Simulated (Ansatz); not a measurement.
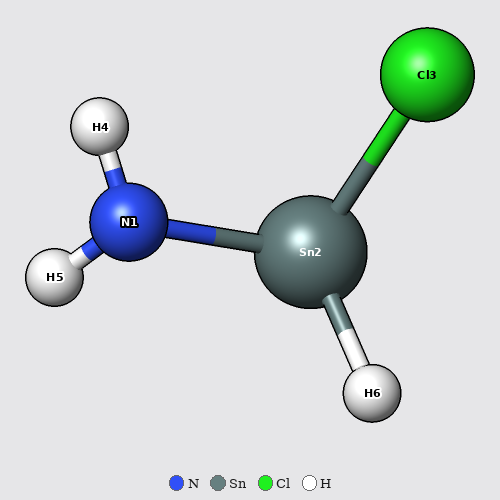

The system is ClH₃NSn, SMILES [NH2][SnH][Cl], spin multiplicity 2; the picture shows the reference structure. Coordinates scanned: (1) umbrella angle at N1 (between each of its bonds and their common axis; 90 is planar); (2) change of the bonds N1–Sn2, N1–H4, N1–H5, all alike. Nothing is relaxed (all other coordinates rigid). The grid has 9 × 9 points. Points are written as (first, second). Energies are in kcal/mol, from the relaxed molecule at the same level. Method: UKS wB97M-V/def2-SVP in Ansatz.

Its coordinates:

```
atom    x (Å)    y (Å)    z (Å)
   N  -0.5515   0.2219  -0.8563
  Sn   0.2030  -0.5631   0.8729
  Cl   2.5222  -0.5406   0.3835
   H  -0.1170  -0.1381  -1.7058
   H  -1.5634   0.1804  -0.9727
   H  -0.0429   0.6343   2.1068
```

Range: umbrella angle at N1 (between each of its bonds and their common axis; 90 is planar) from 62.4 to 117.6°; change of the bonds N1–Sn2, N1–H4, N1–H5, all alike from −0.150 to 0.231 Å.

**What landscape does the calculation give?**

The lowest grid point is at (103.8°, −0.007 Å), 0.08 kcal/mol from the relaxed molecule at the same level. It is the only kind of minimum in the scanned range. The highest grid point, (83.1°, 0.231 Å), lies 50.4 kcal/mol above the lowest.

```tsv
second ↓, first →	62.4	69.3	76.2	83.1	90.0	96.9	103.8	110.7	117.6
0.231	42.0	44.8	48.6	50.5	49.5	46.4	42.5	39.1	37.8
0.184	30.4	32.1	34.9	36.3	35.5	32.9	29.6	26.9	26.3
0.136	20.1	20.7	22.4	23.4	22.7	20.5	17.9	15.9	16.3
0.088	12.2	11.6	12.3	12.8	12.1	10.4	8.4	7.2	8.6
0.041	7.6	5.8	5.6	5.6	4.9	3.5	2.1	1.9	4.3
−0.007	7.4	4.2	3.1	2.6	1.8	0.8	0.1	0.7	4.3
−0.054	12.9	8.5	6.5	5.5	4.6	3.9	3.8	5.4	10.2
−0.102	26.5	20.7	17.8	16.2	15.3	14.9	15.4	18.0	24.0
−0.150	50.4	43.4	39.6	37.5	36.5	36.4	37.5	41.0	48.3
```

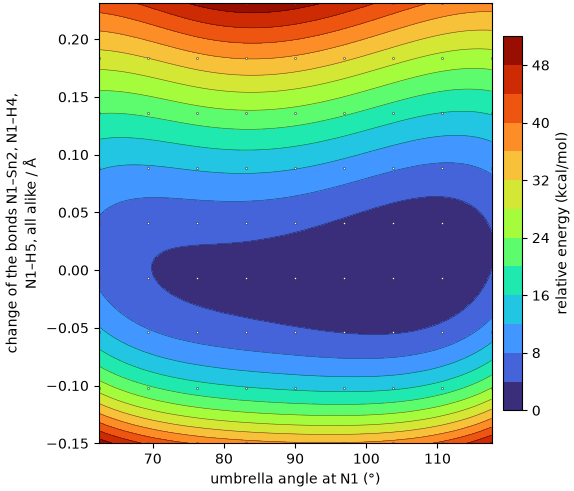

In the figure: filled contours, dots at the grid points. Between grid points the surface is interpolated.

Each point was launched as `ansatz run input.yaml --threads 1 --pin off --max-ram 2560MiB --backend cpu --events-out ev --progress --plain --runs-dir out`. The whole map (81 points run) took 20 min on 1 thread of Intel(R) Xeon(R) Platinum 8488C (Sapphire Rapids) (shared host).
